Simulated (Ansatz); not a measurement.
**CH2FNOSi (SMILES O=C=N[SiH2]F) at PBE-QIDH/cc-pVDZ**

What is the vertical ionisation energy of CH2FNOSi at PBE-QIDH/cc-pVDZ? 

The calculation is run with Ansatz 0.2.0.

153 further runs of the same task are left out: 153 set aside as unsound or not needed.

## (1) The structure to begin with

CH2FNOSi has 7 atoms, charge 0, and is taken as a singlet. As SMILES, `O=C=N[SiH2]F`. Geometry: relaxed at PBE0-D4/def2-TZVP. This is one conformer, not always the lowest.

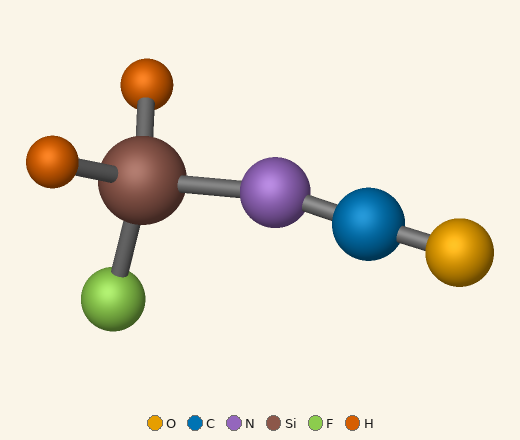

The structure, seen from a chosen angle (oxygen amber, carbon blue, nitrogen purple, silicon brown, fluorine green, hydrogen orange).

## (2) A single-point energy at PBE-QIDH/cc-pVDZ

run.yaml

```yaml
crystal:
  periodic: [false, false, false]
  atoms:
    - {symbol: O, position_ang: [-0.573800, -2.908000, -0.552000]}
    - {symbol: C, position_ang: [-0.306900, -1.816900, -0.256100]}
    - {symbol: N, position_ang: [-0.019000, -0.706200, 0.076100]}
    - {symbol: Si, position_ang: [0.212100, 0.968300, 0.188900]}
    - {symbol: F, position_ang: [-0.420200, 1.671000, -1.091000]}
    - {symbol: H, position_ang: [-0.490300, 1.470300, 1.384800]}
    - {symbol: H, position_ang: [1.659300, 1.253600, 0.203700]}
basis:
  gaussian:
    orbitals: cc-pVDZ
hamiltonian:
  xc: {name: PBE-QIDH}
correlation:
  frozen_orbitals: {C: 1, F: 1, H: 0, "N": 1, O: 1, Si: 5}
accuracy: high
output: {orbitals: {seedname: orbitals}}
```

Run with:

```sh
$ ansatz run run.yaml --threads 1 --pin off --max-ram 3480MiB --events-out events.jsonl --progress --plain --runs-dir runs
```

Output:

```text
Warning: RAYON_NUM_THREADS=1 ignored (pool sized by the plan → 1); use --threads N
Functional definition: PBE-QIDH
  name "PBE-QIDH"
  parameter a = 3^(-1/3)
  parameter c = 1/3
  exchange = (1 - a)*pbe_x + a*exact_x
  correlation = (1 - c)*pbe_c + c*(mp2_os + mp2_ss)
1809 factors; integrals over basis functions are off by at most 3.6e-9 eV
mean field evaluation 1: about -15176.6003 eV, gradient 4.2e1 eV
mean field evaluation 2: about -15176.6900 eV, gradient 4.2e1 eV
mean field evaluation 4: about -15179.7742 eV, gradient 3.2e0 eV
mean field evaluation 8: about -15179.8041 eV, gradient 5.2e-1 eV
mean field evaluation 16: about -15179.8047 eV, gradient 1.5e-4 eV
mean field -15179.80467556 eV, -557.8475325857 hartree, gradient 5.2e-8 eV, S^2 0.000000; 0 other end points of the search recorded, 0 dependent functions left out
9 core orbitals not correlated: weight in the atoms' cores, before any rotation towards them, 1.000 or more for the frozen orbitals, at most 0.000 for the correlated occupied ones
reference -15179.80467644 eV, -557.8475326178 hartree; 14, 14 occupied and 61, 61 virtual orbitals, 1809 factors
second order -22.76613325 eV of doubles, -0.00000000 eV of singles
Total energy: -15187.39338752 eV, -558.1264126064 hartree
```

It took 11 s on 1 thread of Arm Neoverse V1, shared host; peak memory 0.26 GiB.

## (3) The doublet cation at the same level

input.yaml

```yaml
crystal:
  periodic: [false, false, false]
  atoms:
    - {symbol: O, position_ang: [-0.573800, -2.908000, -0.552000]}
    - {symbol: C, position_ang: [-0.306900, -1.816900, -0.256100]}
    - {symbol: "N", position_ang: [-0.019000, -0.706200, 0.076100]}
    - {symbol: Si, position_ang: [0.212100, 0.968300, 0.188900]}
    - {symbol: F, position_ang: [-0.420200, 1.671000, -1.091000]}
    - {symbol: H, position_ang: [-0.490300, 1.470300, 1.384800]}
    - {symbol: H, position_ang: [1.659300, 1.253600, 0.203700]}
basis:
  gaussian:
    orbitals: cc-pVDZ
total_charge: 1
magnetization:
  spin_polarized: true
  initial_magnetization: 1
hamiltonian:
  xc: {name: PBE-QIDH}
correlation:
  frozen_orbitals: {C: 1, F: 1, H: 0, "N": 1, O: 1, Si: 5}
accuracy: high
output:
  orbitals: {seedname: orbitals}
```

Run with:

```sh
$ ansatz run input.yaml --threads 1 --pin off --max-ram 3480MiB --events-out events.jsonl --progress --plain --runs-dir runs
```

Output:

```text
Warning: RAYON_NUM_THREADS=1 ignored (pool sized by the plan → 1); use --threads N
Functional definition: PBE-QIDH
  name "PBE-QIDH"
  parameter a = 3^(-1/3)
  parameter c = 1/3
  exchange = (1 - a)*pbe_x + a*exact_x
  correlation = (1 - c)*pbe_c + c*(mp2_os + mp2_ss)
1808 factors; integrals over basis functions are off by at most 3.6e-9 eV
mean field evaluation 1: about -15159.5986 eV, gradient 4.6e1 eV
mean field evaluation 2: about -15159.7140 eV, gradient 4.6e1 eV
mean field evaluation 4: about -15168.0787 eV, gradient 6.8e0 eV
mean field evaluation 8: about -15168.6488 eV, gradient 7.4e-1 eV
mean field evaluation 16: about -15168.6897 eV, gradient 3.6e-2 eV
mean field evaluation 32: about -15168.6897 eV, gradient 1.3e-4 eV
mean field evaluation 64: about -15162.5183 eV, gradient 3.7e1 eV
mean field -15168.68969791 eV, -557.4390646910 hartree, gradient 5.7e-8 eV, S^2 0.828265; 4 other end points of the search recorded, 0 dependent functions left out
9 core orbitals not correlated: weight in the atoms' cores, before any rotation towards them, 1.000 or more for the frozen orbitals, at most 0.000 for the correlated occupied ones
reference -15168.68969883 eV, -557.4390647247 hartree; 14, 13 occupied and 61, 62 virtual orbitals, 1808 factors
second order -21.73061398 eV of doubles, -0.00000000 eV of singles
Total energy: -15175.93323682 eV, -557.7052598361 hartree
```

Wall time 38 s (1 thread of Arm Neoverse V1, shared host); peak memory 0.41 GiB.

## (4) Summary of results

Level: PBE-QIDH/cc-pVDZ, 9 core orbitals frozen.

| quantity | value |
| --- | --- |
| singlet CH2FNOSi: total energy | -558.12641 Eh |
| singlet CH2FNOSi: HOMO energy (SCF part's orbitals) | -11.01 eV |
| singlet CH2FNOSi: LUMO energy (SCF part's orbitals) | 2.01 eV |
| singlet CH2FNOSi: HOMO–LUMO gap (SCF part's orbitals) | 13.02 eV |
| doublet cation: total energy | -557.70526 Eh |
| doublet cation: HOMO energy (SCF part's orbitals) (highest over α and β) | -17.69 eV |
| doublet cation: LUMO energy (SCF part's orbitals) (lowest over α and β) | -11.14 eV |
| doublet cation: ⟨S²⟩ | 0.828 |
| vertical ionisation energy (to the doublet cation) | 11.460 eV |

**Reading.** The vertical ionisation energy comes to 11.46 eV (1106 kJ/mol). The negative HOMO energy of the first species, 11.01 eV, lies 0.45 eV below that difference.
